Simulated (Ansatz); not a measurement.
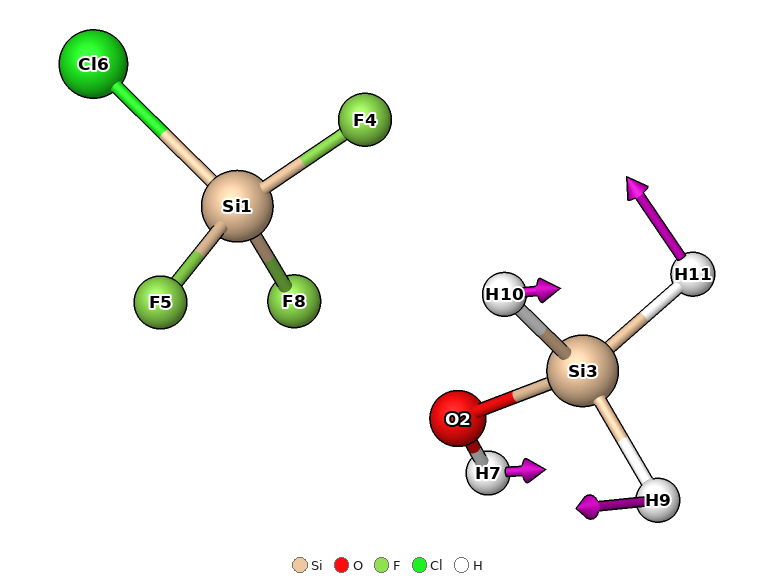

The arrows show one normal mode. Harmonic vibrations computed with RKS PBE0-D4/def2-TZVP (Ansatz 0.2.0) at a stationary point of the same level.

Question: Describe the motion.

Answer: Mostly H–Si–H bending.

Question: At what wavenumber does it lie?

Answer: 966 cm⁻¹; it is mode 20 of 27 counted from the lowest.
